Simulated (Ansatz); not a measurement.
# C₄H₈F₂: small, medium and large basis sets

How large a basis does C₄H₈F₂ need? Two functionals are run in growing sets.

Computed with Ansatz 0.2.0, Gaussian basis. Level: one geometry, several basis sets.

Levels to be run: PBE0-D4/def2-SVP; ωB97M-V/def2-SVP; PBE0-D4/def2-QZVPP; ωB97M-V/def2-QZVPP; the functionals' def2-TZVPP values are taken from earlier runs.

**1. The geometry**

All runs share one geometry, relaxed beforehand with PBE0-D4 in a triple-zeta def2 set.

14 atoms, charge 0, spin multiplicity 1.

Atoms are counted from 1 here; the program's logs count them from 0.

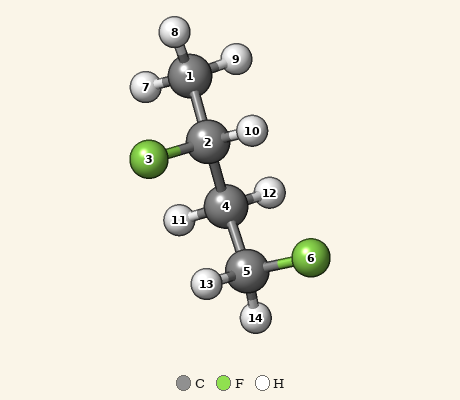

The geometry (carbon grey, fluorine green, hydrogen white); atoms are numbered from 1 in the order of the file.

**2. PBE0-D4 in def2-SVP**

File in.yaml:

```yaml
crystal:
  periodic: [false, false, false]
  atoms:
    - {symbol: C, position_ang: [-0.150301, -0.782597, -1.772358]}
    - {symbol: C, position_ang: [-0.555512, -0.131057, -0.476071]}
    - {symbol: F, position_ang: [-1.494442, -0.949847, 0.156071]}
    - {symbol: C, position_ang: [0.598009, 0.080814, 0.479963]}
    - {symbol: C, position_ang: [0.196845, 0.787499, 1.749385]}
    - {symbol: F, position_ang: [-0.209216, 2.082198, 1.460136]}
    - {symbol: H, position_ang: [0.346874, -1.737182, -1.584125]}
    - {symbol: H, position_ang: [-1.025752, -0.963327, -2.397694]}
    - {symbol: H, position_ang: [0.537035, -0.135523, -2.321815]}
    - {symbol: H, position_ang: [-1.060794, 0.821909, -0.664716]}
    - {symbol: H, position_ang: [1.026942, -0.893782, 0.738136]}
    - {symbol: H, position_ang: [1.379393, 0.659131, -0.022554]}
    - {symbol: H, position_ang: [-0.638608, 0.279413, 2.237715]}
    - {symbol: H, position_ang: [1.036629, 0.853152, 2.446626]}
basis:
  gaussian: {orbitals: def2-SVP}
hamiltonian: {xc: pbe0, dispersion: d4}
output: {orbitals: {seedname: orbitals}}
```

On the command line:

```
> ansatz run in.yaml --threads 4 --pin off --events-out ev --progress --plain --max-ram 11315MiB
```

Output:

```text
Functional definition: PBE0
  name "PBE0"
  cite "Adamo & Barone, J. Chem. Phys. 110, 6158 (1999) doi:10.1063/1.478522"
  cite "Perdew, Burke & Ernzerhof, Phys. Rev. Lett. 77, 3865 (1996) doi:10.1103/PhysRevLett.77.3865"
  parent pbe
  parameter a = 0.25
  parameter kappa = 0.804
  parameter beta = 0.06672455060314922
  exchange = (1 - a)*pbe_x(kappa = kappa, mu = beta*pi^2/3) + a*exact_x
  correlation = pbe_c(beta = beta)
1392 factors; their error is unknown
mean field evaluation 1: about -9689.4193 eV, gradient 4.8e1 eV
mean field evaluation 2: about -9689.6180 eV, gradient 4.7e1 eV
mean field evaluation 4: about -9694.7822 eV, gradient 1.4e0 eV
mean field evaluation 8: about -9694.7677 eV, gradient 3.1e-1 eV
mean field evaluation 16: about -9694.7679 eV, gradient 5.0e-5 eV
mean field -9694.76790899 eV, -356.2761493058 hartree, gradient 5.0e-5 eV, S^2 0.000000; 0 other end points of the search recorded, 0 dependent functions left out
reference -9694.76793330 eV, -356.2761501991 hartree; 25, 25 occupied and 99, 99 virtual orbitals, 1392 factors
Total energy: -9694.96569865 eV, -356.2834179417 hartree
```

It took 0.5 s on 4 threads of AMD EPYC 9R45, shared host; peak memory 0.3 GiB.

**3. ωB97M-V in def2-SVP**

in.yaml: that of step 2 with these lines changed.

```diff
@@ -19,3 +19,3 @@
   gaussian: {orbitals: def2-SVP}
-hamiltonian: {xc: pbe0, dispersion: d4}
+hamiltonian: {xc: {name: wB97M-V}}
 output: {orbitals: {seedname: orbitals}}
```

Launched as before.

Output (excerpt; [...] marks lines left out):

```text
Functional definition: wB97M-V
  name "wB97M-V"
  cite "Mardirossian & Head-Gordon, J. Chem. Phys. 144, 214110 (2016) doi:10.1063/1.4952647"
  cite "Becke, J. Chem. Phys. 107, 8554 (1997) doi:10.1063/1.475007"
  cite "Vydrov & Van Voorhis, J. Chem. Phys. 133, 244103 (2010) doi:10.1063/1.3521275"
  # Of w^i u^j: cxij and so on, Table III.
[...]
  gx(w, u) = 1 - cx + cx01*u + cx10*w
  gss(w, u) = css00 + css04*u^4 + css10*w + css20*w^2 + css43*w^4*u^3
  gos(w, u) = cos00 + cos10*w + (cos20 + cos21*u)*w^2 + (cos60 + cos61*u)*w^6
[...]
      + integral(e_c_pw_mod_opposite_spin*gos(b97_w_opposite, b97_u_opposite)) + vv10(b, c)
1392 factors; their error is unknown
324 factors; integrals over basis functions are off by at most 7.4e-6 eV
[...]
mean field -9701.08508433 eV, -356.5083012176 hartree, gradient 1.8e-5 eV, S^2 0.000000; 0 other end points of the search recorded, 0 dependent functions left out
reference -9701.08512390 eV, -356.5083026715 hartree; 25, 25 occupied and 99, 99 virtual orbitals, 1392 factors
Total energy: -9701.08512390 eV, -356.5083026715 hartree
```

It took 1.6 s on 4 threads of AMD EPYC 9R45, shared host; peak memory 0.41 GiB.

**4. PBE0-D4 in def2-QZVPP**

in.yaml: that of step 3 with these lines changed.

```diff
@@ -18,4 +18,4 @@
 basis:
-  gaussian: {orbitals: def2-SVP}
-hamiltonian: {xc: {name: wB97M-V}}
+  gaussian: {orbitals: "def2-QZVPP.json"}
+hamiltonian: {xc: pbe0, dispersion: d4}
 output: {orbitals: {seedname: orbitals}}
```

Same command.

Output:

```text
Functional definition: PBE0
  name "PBE0"
  cite "Adamo & Barone, J. Chem. Phys. 110, 6158 (1999) doi:10.1063/1.478522"
  cite "Perdew, Burke & Ernzerhof, Phys. Rev. Lett. 77, 3865 (1996) doi:10.1103/PhysRevLett.77.3865"
  parent pbe
  parameter a = 0.25
  parameter kappa = 0.804
  parameter beta = 0.06672455060314922
  exchange = (1 - a)*pbe_x(kappa = kappa, mu = beta*pi^2/3) + a*exact_x
  correlation = pbe_c(beta = beta)
1570 factors; their error is unknown
mean field evaluation 1: about -9697.9253 eV, gradient 6.3e1 eV
mean field evaluation 2: about -9696.6812 eV, gradient 6.5e1 eV
mean field evaluation 4: about -9706.6412 eV, gradient 3.0e0 eV
mean field evaluation 8: about -9706.6531 eV, gradient 3.4e-2 eV
mean field evaluation 16: about -9706.6498 eV, gradient 5.5e-5 eV
mean field -9706.64979449 eV, -356.7128005438 hartree, gradient 5.5e-5 eV, S^2 0.000000; 0 other end points of the search recorded, 0 dependent functions left out
reference -9706.64983430 eV, -356.7128020068 hartree; 25, 25 occupied and 557, 557 virtual orbitals, 1570 factors
Total energy: -9706.84759965 eV, -356.7200697493 hartree
```

It took 3.7 s on 4 threads of AMD EPYC 9R45, shared host; peak memory 2.3 GiB.

**5. ωB97M-V in def2-QZVPP**

in.yaml: that of step 4 with these lines changed.

```diff
@@ -19,3 +19,3 @@
   gaussian: {orbitals: "def2-QZVPP.json"}
-hamiltonian: {xc: pbe0, dispersion: d4}
+hamiltonian: {xc: {name: wB97M-V}}
 output: {orbitals: {seedname: orbitals}}
```

The command is unchanged.

Output (excerpt; [...] marks lines left out):

```text
Functional definition: wB97M-V
  name "wB97M-V"
  cite "Mardirossian & Head-Gordon, J. Chem. Phys. 144, 214110 (2016) doi:10.1063/1.4952647"
  cite "Becke, J. Chem. Phys. 107, 8554 (1997) doi:10.1063/1.475007"
  cite "Vydrov & Van Voorhis, J. Chem. Phys. 133, 244103 (2010) doi:10.1063/1.3521275"
  # Of w^i u^j: cxij and so on, Table III.
[...]
  gx(w, u) = 1 - cx + cx01*u + cx10*w
  gss(w, u) = css00 + css04*u^4 + css10*w + css20*w^2 + css43*w^4*u^3
  gos(w, u) = cos00 + cos10*w + (cos20 + cos21*u)*w^2 + (cos60 + cos61*u)*w^6
[...]
      + integral(e_c_pw_mod_opposite_spin*gos(b97_w_opposite, b97_u_opposite)) + vv10(b, c)
1570 factors; their error is unknown
418 factors; integrals over basis functions are off by at most 6.6e-6 eV
[...]
mean field -9713.38072215 eV, -356.9601575732 hartree, gradient 4.5e-5 eV, S^2 0.000000; 0 other end points of the search recorded, 0 dependent functions left out
reference -9713.38078371 eV, -356.9601598354 hartree; 25, 25 occupied and 557, 557 virtual orbitals, 1570 factors
Total energy: -9713.38078371 eV, -356.9601598354 hartree
```

Wall time 7.5 s (4 threads of AMD EPYC 9R45, shared host); peak memory 2.8 GiB.

**6. Functionals by basis**

The def2-TZVPP values come from earlier runs at the same geometry.

```
functional       basis  functions  energy (eV)  from the largest (eV)  HOMO (eV)  LUMO (eV)
   PBE0-D4    def2-SVP        124   -9694.9657                 11.882      -8.98       1.88
   PBE0-D4  def2-TZVPP        298   -9706.3245                  0.523      -9.10       1.28
   PBE0-D4  def2-QZVPP        582   -9706.8476                  0.000      -9.14       0.80
   ωB97M-V    def2-SVP        124   -9701.0851                 12.296     -11.35       3.52
   ωB97M-V  def2-TZVPP        298   -9712.8725                  0.508     -11.48       2.70
   ωB97M-V  def2-QZVPP        582   -9713.3808                  0.000     -11.52       1.94
```

**7. Outcome**

| quantity | value |
| --- | --- |
| PBE0-D4: double and triple zeta above quadruple | 11.88, 0.52 eV |
| ωB97M-V: double and triple zeta above quadruple | 12.30, 0.51 eV |

What this shows: PBE0-D4 gains 11.36 eV from double to triple zeta, then 0.52 eV more. Total energies overstate the basis error of differences, where much of it tends to cancel. The LUMO of ωB97M-V is positive and keeps falling with the basis (3.52 to 1.94 eV): an unbound level that the basis holds in place.

For PBE0-D4 the largest set took about 7 times as long as the smallest (3.7 s against 0.5 s).
